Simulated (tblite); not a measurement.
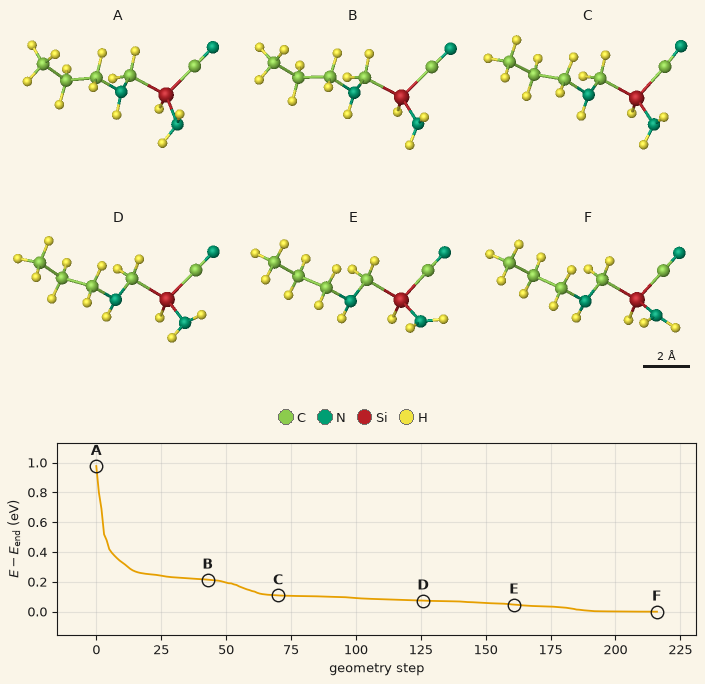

Frames of a relaxation of C5H13N3Si, marked on the history of the run. A ball-and-stick model, seen at a tilt.

All numbers below come from tblite, GFN2-xTB geometry optimisation, gas phase. 

Question: Describe the path.

Answer: An H atom moves most after the best rigid fit: 1.53 Å. By element the largest moves are H 1.53 Å, N 0.85 Å, C 0.48 Å, Si 0.18 Å. Near-neighbour distances that change, for instance: C–Si 1.784 → 1.872 Å, N–Si 1.800 → 1.713 Å, C–H 1.148 → 1.095 Å, H–N 1.054 → 1.006 Å. Bond angles that change, for instance: Si–N–H 107.9° → 121.6°, N–Si–H 108.9° → 117.9°, C–C–C 104.4° → 111.5°. Groups turn about C–C by about 55°, C–Si by about 50°. The energy falls by 0.977 eV in 216 geometry steps. From step 0 to 43: an H atom moves most (0.55 Å), energy −0.762 eV. From step 43 to 70: H atoms move most (0.60 Å), energy −0.106 eV. From step 70 to 126: an H atom moves most (0.62 Å), energy −0.035 eV. From step 126 to 161: an H atom moves most (0.60 Å), energy −0.027 eV. From step 161 to 216: an H atom moves most (0.40 Å), energy −0.048 eV.
